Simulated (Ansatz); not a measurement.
The starting structures come from a database of crystals and need not be the phases stable at ambient conditions.

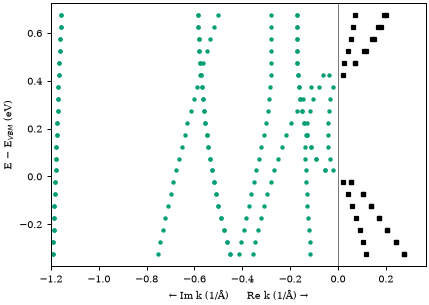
Fig. 1. Complex bands at the centre of the two-dimensional zone; PBEsol (Ansatz, a quantum-chemistry and plane-wave program)

The gap is the functional's own, uncorrected, and κ follows it; spin-orbit coupling is left out. Mid-gap values are interpolated between the computed energies.

Problem. This is Sr3AsN (Pm-3m, anti-perovskite, not sure to be the ambient phase, 5 atoms a cell, 26.5 Å³ an atom, -2 GPa at this level) along the normal of (001). Read off the slowest decay at the centre of the two-dimensional zone at 0.23 eV, the computed energy nearest the middle of the gap.

Solution. κ ≈ 0.04 1/Å, a decay length 1/(2κ) of the density of 12 Å.
